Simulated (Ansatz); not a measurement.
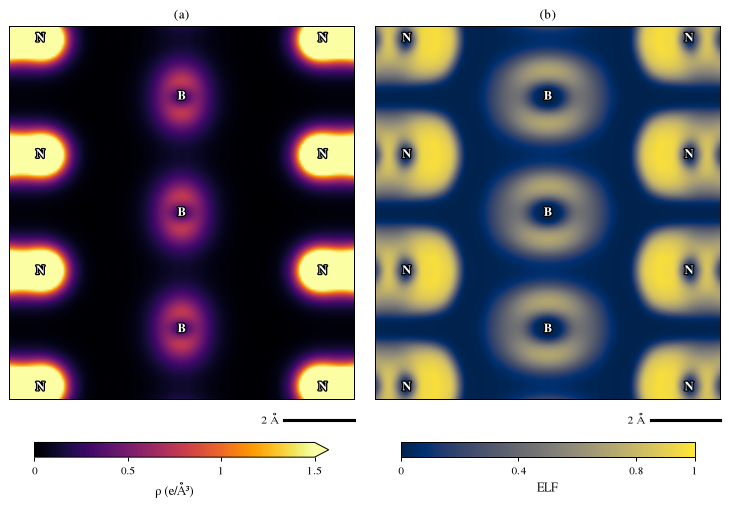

*B₃N₂. (a) valence pseudo-density; (b) ELF on the (11̄0) plane of the conventional cell.*

Space group P6/mmm; a structure generated by program, which may or may not match a known phase; computed without spin polarisation.

The calculation used Ansatz, DFT PBE, scalar-relativistic, plane waves, PAW.

Input

```
crystal:
  lattice:
    - [3.3332242036, 0.0, 0.0]
    - [-1.6666121018, 2.8866568369, 0.0]
    - [0.0, 0.0, 8.4460012247]
  atoms:
    - { symbol: B, position: [0.5, 0.0, 0.0] }
    - { symbol: B, position: [0.0, 0.5, 0.0] }
    - { symbol: B, position: [0.5, 0.5, 0.0] }
    - { symbol: "N", position: [0.0, 0.0, 0.4347696563] }
    - { symbol: "N", position: [0.0, 0.0, 0.5652303437] }
basis:
  ecutwfc: 420
kpoints:
  mp_grid: { grid: [12, 12, 6] }
hamiltonian:
  xc: pbe
scf:
  occupations: { method: gaussian, width: 0.1 }
output:
  forces: true
  stress: true
  eigenvalues: true
  write_density: true
  write_potential: true
  elf: true
  volumetric_format: npy
relax:
  adjacent_minimum: "off"
  f_tol: 0.01
  max_steps: 80
  cell: { stress_tol: 0.05 }
```

Command:

```sh
ansatz run input.yaml --threads 1 --pin off --max-ram 2560MiB --backend cpu --events-out ev --progress --plain --runs-dir out
```

Below, planes, directions and counts refer to the conventional cell (a = 3.34 Å, b = 3.34 Å, c = 9.20 Å, α = 90.00°, β = 90.00°, γ = 120.00°).

The fields are those of the run's last geometry, not of the input's.

What do the fields say about this system?

The section cuts through B and N sites.
The density dies away to nearly zero in the voids.
The ELF also peaks beside N, away from the bonds: lone-pair regions.
